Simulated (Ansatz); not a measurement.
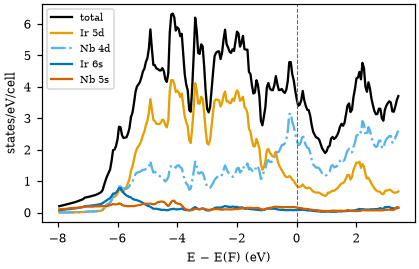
Total and projected density of states of NbIr in space group Pmma (No. 51; Ir on 2e, Nb on 2f), plane-wave PAW PBEsol (Ansatz code)

Question: Which orbitals carry the states next to the Fermi level?

Answer: Within 0.5 eV of the Fermi level: Nb 4d 62 %, Ir 5d 26 %, outside the projected shells 5 %. Projections are on Löwdin-orthogonalised atomic valence shells; empty p or d shells of many metals are not among them.

Question: Where is the tallest occupied peak in this window, and what makes it?

Answer: Near -4.1 eV, about 6.3 states/eV per cell; the largest projected share is Ir 5d.

The start of the workflow was typed in or built on a structure type; the Crystallography Open Database copy checked does not list it. COD files the formula under space group No. 123. Its standing as an ambient phase is unchecked. The cell was relaxed with PBEsol under the symmetry of its start; whether a distortion lowers the energy is not shown. The run is not spin-polarised. Spin–orbit coupling is left out wherever it is not named.

Potentials: the earlier of the program's two PAW sets. The files were generated under PBE; for other functionals the program regenerates the frozen cores, and for LDA and PBEsol the local potential too.
